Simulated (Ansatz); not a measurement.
Single-point calculation of GeBH4OF

GeBH4OF, computed with RKS PBE0-D4/def2-TZVPP (Ansatz 0.2.0).

The geometry comes from this level: PBE0-D4/def2-TZVP.

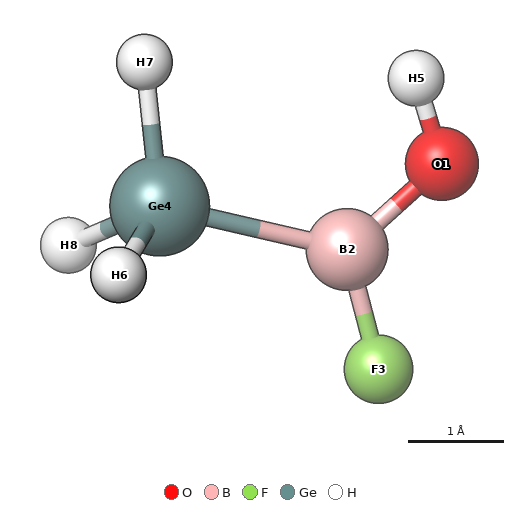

Figure 1. The structure as given in the input (ball-and-stick view, seen at a tilt; atoms are numbered from 1 in the order of the input). Sticks mark near contacts. Bond lengths as drawn: B–F 1.33 Å, B–Ge 2.08 Å, B–O 1.35 Å, Ge–H 1.54 Å and H–O 0.96 Å.

**Key numbers**

```json
{"quantity": "outcome", "value": "converged"}
{"quantity": "total energy", "value": "−62015.9758 eV"}
{"quantity": "mean-field energy", "value": "−62015.8689 eV"}
{"quantity": "dispersion energy", "value": "−0.1069 eV"}
{"quantity": "SCF solution under orbital rotations", "value": "stable"}
{"quantity": "HOMO", "value": "−8.49 eV"}
{"quantity": "LUMO", "value": "−0.52 eV"}
{"quantity": "hardware", "value": "2 threads of Arm Neoverse V1, 23 GiB of memory available, shared host"}
{"quantity": "wall time", "value": "4 s (CPU time 7.7 s)"}
{"quantity": "peak memory", "value": "0.43 GiB"}
```

**Input**
```yaml
crystal:
  periodic: [false, false, false]
  atoms:
    - {symbol: O, position_ang: [1.776923, 0.708263, -0.630460]}
    - {symbol: B, position_ang: [1.057573, -0.138147, 0.132930]}
    - {symbol: F, position_ang: [1.755168, -0.962282, 0.903174]}
    - {symbol: Ge, position_ang: [-1.023162, -0.225570, 0.173810]}
    - {symbol: H, position_ang: [1.242803, 1.290053, -1.175228]}
    - {symbol: H, position_ang: [-1.563438, 0.082979, 1.579004]}
    - {symbol: H, position_ang: [-1.625134, 0.805152, -0.802461]}
    - {symbol: H, position_ang: [-1.528534, -1.617548, -0.236569]}
basis:
  gaussian: {orbitals: def2-TZVPP}
hamiltonian: {xc: pbe0, dispersion: d4}
output: {orbitals: {seedname: orbitals}}
```

Launch command:
```bash
ansatz run in.yaml --threads 2 --pin off --events-out ev --progress --plain --max-ram 4352MiB
```

**Log**
```
Functional definition: PBE0
  name "PBE0"
  cite "Adamo & Barone, J. Chem. Phys. 110, 6158 (1999) doi:10.1063/1.478522"
  cite "Perdew, Burke & Ernzerhof, Phys. Rev. Lett. 77, 3865 (1996) doi:10.1103/PhysRevLett.77.3865"
  parent pbe
  parameter a = 0.25
  parameter kappa = 0.804
  parameter beta = 0.06672455060314922
  exchange = (1 - a)*pbe_x(kappa = kappa, mu = beta*pi^2/3) + a*exact_x
  correlation = pbe_c(beta = beta)
1113 factors; their error is unknown
mean field evaluation 1: about -62011.1553 eV, gradient 5.5e1 eV
mean field evaluation 2: about -62004.3476 eV, gradient 8.4e1 eV
mean field evaluation 4: about -62015.5611 eV, gradient 3.9e0 eV
mean field evaluation 8: about -62015.5803 eV, gradient 3.5e-2 eV
mean field -62015.86886428 eV, -2279.0411448966 hartree, gradient 5.8e-5 eV, S^2 0.000000; 0 other end points of the search recorded, 0 dependent functions left out
reference -62015.86889498 eV, -2279.0411460247 hartree; 29, 29 occupied and 168, 168 virtual orbitals, 1113 factors
Total energy: -62015.97578532 eV, -2279.0450741725 hartree
```

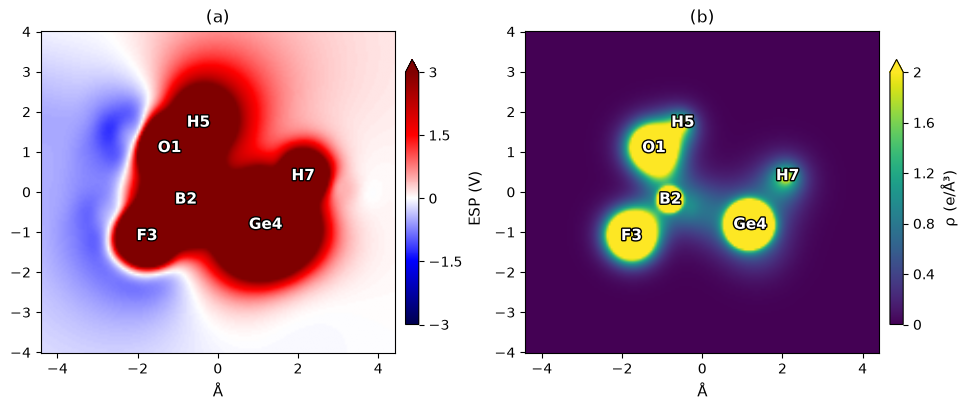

Figure 2. (a) electrostatic potential; (b) electron density on the plane of atoms F3, B2 and Ge4. The plane passes through O, B, F, Ge and H nuclei. B–F (1.33 Å): ρ is about 2.2 e/Å³ halfway. B–O (1.35 Å): ρ is about 2.2 e/Å³ halfway. Ge–B (2.08 Å): ρ is about 0.76 e/Å³ halfway.

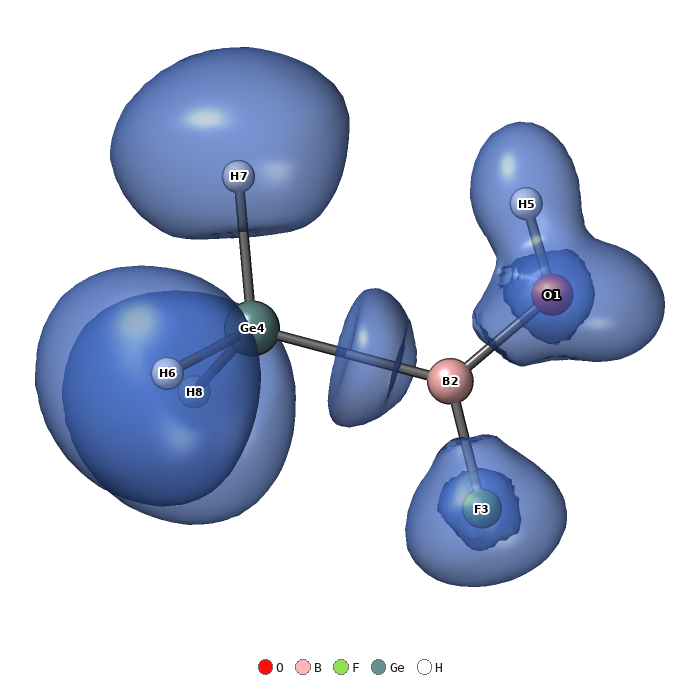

Figure 3. Isosurface of the ELF at 0.75 (blue), seen face on. Only the valence region is drawn (cores and ρ < 0.01 e/Å³ removed). Along the contacts the grid gives the following. B–O (1.35 Å): the ELF peaks at about 0.90 between the atoms, which marks a polar covalent bond.

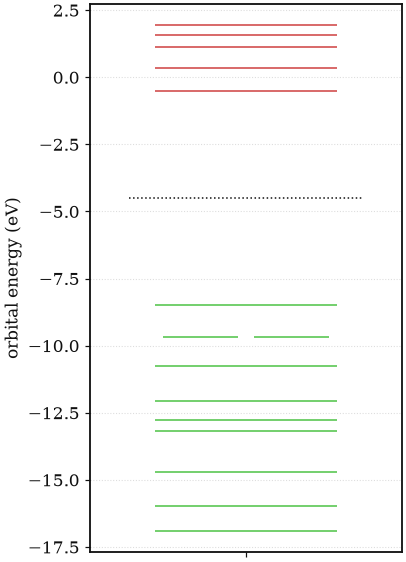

Figure 4. Orbital energies near the frontier; the dotted line parts filled from empty levels, and levels within 0.02 eV of each other stand side by side. Highest filled −8.49 eV, lowest empty −0.52 eV, 7.97 eV apart.
